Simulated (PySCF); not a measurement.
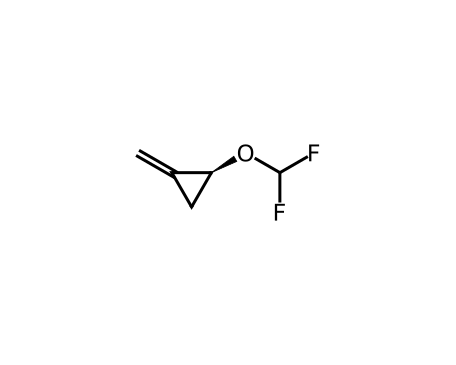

Computed geometry: GFN2-xTB optimisation. No frequency run is at hand to confirm it as a minimum. Properties computed with B3LYP/pcJ-1, gas phase (PySCF 2.14.0).

Question: Estimate the LUMO energy (Kohn–Sham orbital).

Answer: −0.70 eV.

Question: What is the dipole moment?

Answer: 3.07 D.

Question: What is the HOMO energy (Kohn–Sham orbital)?

Answer: −7.78 eV.
